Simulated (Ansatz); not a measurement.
## Geometry relaxation, with input and output: SiHBr$_{2}$F

System: SiHBr$_{2}$F, SMILES F[SiH](Br)Br.
Method: RKS PBE0-D4/def2-TZVP (Ansatz 0.2.0).

The geometry: PBE-D4/def2-SVP start. Figures and captions count atoms from 1; the log counts them from 0 in places.

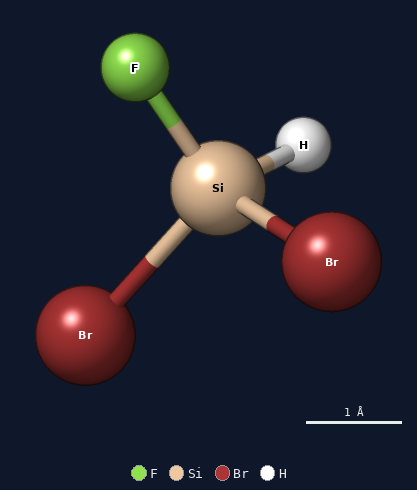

*The structure as given in the input (ball-and-stick view, seen at an oblique angle).*

Bond lengths as drawn: Br–Si 2.21 Å, F–Si 1.63 Å and H–Si 1.49 Å.

## Summary

| quantity | value |
| --- | --- |
| outcome | converged |
| total energy | −150687.4168 eV |
| mean-field energy | −150687.2782 eV |
| dispersion energy | −0.1386 eV |
| SCF solution under orbital rotations | stable |
| largest force (length of the vector) at the end | 0.003 eV/Å |
| dipole moment | 0.96 D |
| hardware | 4 threads of Arm Neoverse V2, 23 GiB of memory available, shared host |
| wall time | 15 s (CPU time 56 s) |
| peak memory | 0.52 GiB |

## The input
```yaml
crystal:
  periodic: [false, false, false]
  atoms:
    - {symbol: F, position_ang: [-0.736511, 0.137644, 1.492178]}
    - {symbol: Si, position_ang: [0.009913, 0.120515, 0.045941]}
    - {symbol: Br, position_ang: [1.745538, -1.248664, 0.173086]}
    - {symbol: Br, position_ang: [-1.434343, -0.585717, -1.476864]}
    - {symbol: H, position_ang: [0.465203, 1.502522, -0.275641]}
basis:
  gaussian: {orbitals: def2-TZVP}
hamiltonian: {xc: pbe0, dispersion: d4}
relax: {f_tol: 0.005, max_steps: 150}
```

Command:
```bash
ansatz run in.yaml --threads 4 --pin off --events-out ev --progress --plain --max-ram 10444MiB
```

## The program's output
```
Functional definition: PBE0
  name "PBE0"
  cite "Adamo & Barone, J. Chem. Phys. 110, 6158 (1999) doi:10.1063/1.478522"
  cite "Perdew, Burke & Ernzerhof, Phys. Rev. Lett. 77, 3865 (1996) doi:10.1103/PhysRevLett.77.3865"
  parent pbe
  parameter a = 0.25
  parameter kappa = 0.804
  parameter beta = 0.06672455060314922
  exchange = (1 - a)*pbe_x(kappa = kappa, mu = beta*pi^2/3) + a*exact_x
  correlation = pbe_c(beta = beta)
1294 factors; their error is unknown
mean field evaluation 1: about -150684.8998 eV, gradient 3.2e1 eV
mean field evaluation 2: about -150682.4493 eV, gradient 5.3e1 eV
mean field evaluation 4: about -150686.3189 eV, gradient 6.9e-1 eV
mean field evaluation 8: about -150687.2309 eV, gradient 8.8e-2 eV
mean field evaluation 16: about -150687.2309 eV, gradient 1.8e-5 eV
mean field -150687.23092478 eV, -5537.6535970121 hartree, gradient 1.8e-5 eV, S^2 0.000000; 0 other end points of the search recorded, 0 dependent functions left out
the calculation of the forces begins
reference -150687.23095041 eV, -5537.6535979541 hartree; 47, 47 occupied and 123, 123 virtual orbitals, 1294 factors
relax step   1: F+E_penalty+E_count = -150687.36870144 eV  Δ(F+E_penalty+E_count) = +0.000e0 eV  max|allowed force component| = 1.281e0 eV/Å  Δτ_max = 0.0000 Å  (26 SCF iters, accepted)
these checks for a lower state are left out or cut short: starts, cluster_reference, orbital_swaps, neighbouring_geometries, increment
1294 factors; their error is unknown
mean field -150687.26654628 eV, -5537.6549060781 hartree, gradient 1.7e-5 eV, S^2 0.000000; 0 other end points of the search recorded, 0 dependent functions left out
the calculation of the forces begins
reference -150687.26657183 eV, -5537.6549070170 hartree; 47, 47 occupied and 123, 123 virtual orbitals, 1294 factors
relax step   2: F+E_penalty+E_count = -150687.40506448 eV  Δ(F+E_penalty+E_count) = -3.636e-2 eV  max|allowed force component| = 7.497e-1 eV/Å  Δτ_max = 0.0248 Å  (31 SCF iters, accepted)
these checks for a lower state are left out or cut short: starts, cluster_reference, orbital_swaps, neighbouring_geometries, increment
1294 factors; their error is unknown
mean field -150687.27785916 eV, -5537.6553218187 hartree, gradient 1.7e-5 eV, S^2 0.000000; 0 other end points of the search recorded, 0 dependent functions left out
the calculation of the forces begins
reference -150687.27788473 eV, -5537.6553227584 hartree; 47, 47 occupied and 123, 123 virtual orbitals, 1294 factors
relax step   3: F+E_penalty+E_count = -150687.41641099 eV  Δ(F+E_penalty+E_count) = -1.135e-2 eV  max|allowed force component| = 1.061e-1 eV/Å  Δτ_max = 0.0174 Å  (31 SCF iters, accepted)
these checks for a lower state are left out or cut short: starts, cluster_reference, orbital_swaps, neighbouring_geometries, increment
1294 factors; their error is unknown
mean field evaluation 32: about -150686.3667 eV, gradient 9.5e-4 eV
mean field -150687.27817727 eV, -5537.6553335089 hartree, gradient 1.8e-5 eV, S^2 0.000000; 0 other end points of the search recorded, 0 dependent functions left out
the calculation of the forces begins
reference -150687.27820285 eV, -5537.6553344491 hartree; 47, 47 occupied and 123, 123 virtual orbitals, 1294 factors
relax step   4: F+E_penalty+E_count = -150687.41679651 eV  Δ(F+E_penalty+E_count) = -3.855e-4 eV  max|allowed force component| = 9.673e-3 eV/Å  Δτ_max = 0.0051 Å  (31 SCF iters, accepted)
these checks for a lower state are left out or cut short: starts, cluster_reference, orbital_swaps, neighbouring_geometries, increment
1294 factors; their error is unknown
mean field -150687.27821881 eV, -5537.6553350355 hartree, gradient 1.8e-5 eV, S^2 0.000000; 0 other end points of the search recorded, 0 dependent functions left out
the calculation of the forces begins
reference -150687.27824439 eV, -5537.6553359756 hartree; 47, 47 occupied and 123, 123 virtual orbitals, 1294 factors
relax step   5: F+E_penalty+E_count = -150687.41682071 eV  Δ(F+E_penalty+E_count) = -2.421e-5 eV  max|allowed force component| = 3.244e-3 eV/Å  Δτ_max = 0.0018 Å  (31 SCF iters, accepted)
1294 factors; their error is unknown
mean field evaluation 64: about -150687.2782 eV, gradient 2.0e-3 eV
```

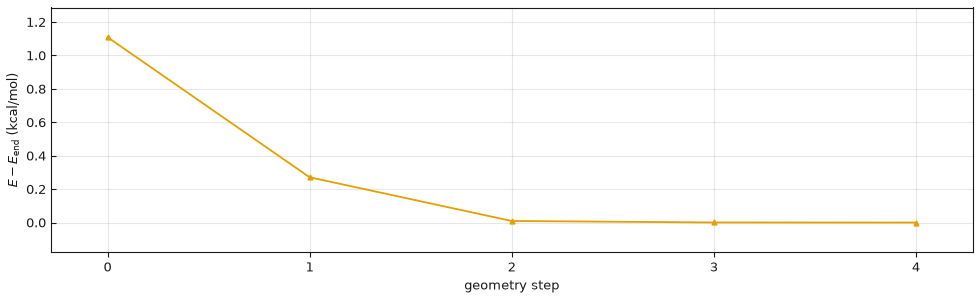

*Progress of the relaxation, step by step (the first geometry is step 0 here and step 1 in the log).*

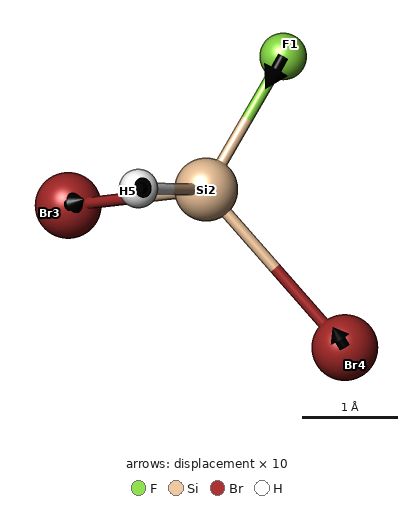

*The starting structure with the displacements as black arrows, magnified 10 times (ball-and-stick view, seen at a tilt). The two geometries are laid on each other by the best rigid fit.*

The energy falls by 1.11 kcal/mol in 4 geometry steps. The largest force component goes from 1.3 to 0.0032 eV/Å. The atom that moves furthest after the best rigid fit is F1 (0.040 Å). Largest moves by element: F 0.040 Å, Br 0.026 Å, H 0.024 Å, Si 0.005 Å. Among the contacts that change: F1–Si2 1.628 → 1.583 Å, Si2–Br3 2.214 → 2.190 Å, Si2–H5 1.490 → 1.470 Å. (Atoms are counted from 1 in the order of the input.)

```
mean field -150687.27821881 eV, -5537.6553350355 hartree, gradient 1.8e-5 eV, S^2 0.000000; 1 other end points of the search recorded, 0 dependent functions left out
the calculation of the forces begins
reference -150687.27824439 eV, -5537.6553359756 hartree; 47, 47 occupied and 123, 123 virtual orbitals, 1294 factors
Total energy: -150687.41684630 eV, -5537.6604295017 hartree
Atom 0 at    -0.718690     0.134703     1.457040 Å, force    -0.003244    -0.001053     0.000196 eV/Å
Atom 1 at     0.007252     0.119388     0.050168 Å, force     0.002925     0.000677     0.000523 eV/Å
Atom 2 at     1.725771    -1.232687     0.176560 Å, force     0.001035    -0.000477    -0.000371 eV/Å
Atom 3 at    -1.421820    -0.576756    -1.456816 Å, force     0.000758     0.002294     0.002220 eV/Å
Atom 4 at     0.457288     1.481652    -0.268251 Å, force    -0.001473    -0.001441    -0.002569 eV/Å
Dipole moment:     0.088980     0.132217    -0.119676 e Å
```

## Trajectory as extended XYZ (Å, eV, eV/Å), 5 frames, from step=1 to step=5
```
5
Properties=species:S:1:pos:R:3:forces:R:3 step=1 energy=-150687.36870
F    -0.7365    0.1376    1.4922    0.6581  -0.0254  -1.2814
Si    0.0099    0.1205    0.0459   -0.4581  -0.0157   0.8787
Br    1.7455   -1.2487    0.1731   -0.3470   0.2639  -0.0095
Br   -1.4343   -0.5857   -1.4769    0.2738   0.1357   0.3138
H     0.4652    1.5025   -0.2756   -0.1268  -0.3585   0.0984
5
Properties=species:S:1:pos:R:3:forces:R:3 step=2 energy=-150687.40506
F    -0.7268    0.1315    1.4702    0.3936   0.0135  -0.7497
Si    0.0129    0.1210    0.0410   -0.3786   0.0424   0.7424
Br    1.7249   -1.2364    0.1753    0.0074   0.0138  -0.0036
Br   -1.4212   -0.5801   -1.4566    0.0031   0.0136  -0.0072
H     0.4601    1.4903   -0.2712   -0.0255  -0.0831   0.0180
5
Properties=species:S:1:pos:R:3:forces:R:3 step=3 energy=-150687.41641
F    -0.7177    0.1365    1.4562    0.0184  -0.0225  -0.0515
Si    0.0080    0.1153    0.0471   -0.0381   0.0622   0.1061
Br    1.7277   -1.2302    0.1789    0.0236  -0.0349  -0.0067
Br   -1.4238   -0.5734   -1.4567   -0.0174  -0.0239  -0.0248
H     0.4557    1.4780   -0.2668    0.0135   0.0191  -0.0231
5
Properties=species:S:1:pos:R:3:forces:R:3 step=4 energy=-150687.41680
F    -0.7189    0.1349    1.4557   -0.0015  -0.0012   0.0097
Si    0.0084    0.1197    0.0497   -0.0062   0.0005   0.0045
Br    1.7254   -1.2340    0.1764    0.0049   0.0027  -0.0004
Br   -1.4214   -0.5772   -1.4556   -0.0026   0.0010  -0.0078
H     0.4563    1.4829   -0.2674    0.0054  -0.0030  -0.0060
5
Properties=species:S:1:pos:R:3:forces:R:3 step=5 energy=-150687.41682
F    -0.7187    0.1347    1.4570   -0.0032  -0.0011   0.0002
Si    0.0073    0.1194    0.0502    0.0029   0.0007   0.0005
Br    1.7258   -1.2327    0.1766    0.0010  -0.0005  -0.0004
Br   -1.4218   -0.5768   -1.4568    0.0008   0.0023   0.0022
H     0.4573    1.4817   -0.2683   -0.0015  -0.0014  -0.0026
```

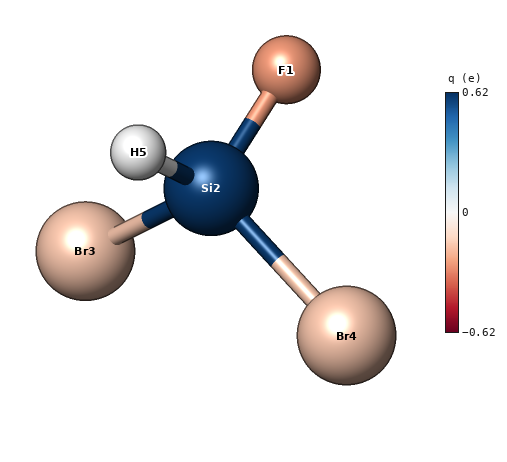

*Mulliken charges, as the colour of each atom (ball-and-stick view, seen at a tilt; atoms are numbered from 1 in the order of the input; Mulliken charges depend strongly on the basis).*

By element: F −0.27, Si +0.59, Br −0.16 and H 0.00 e.
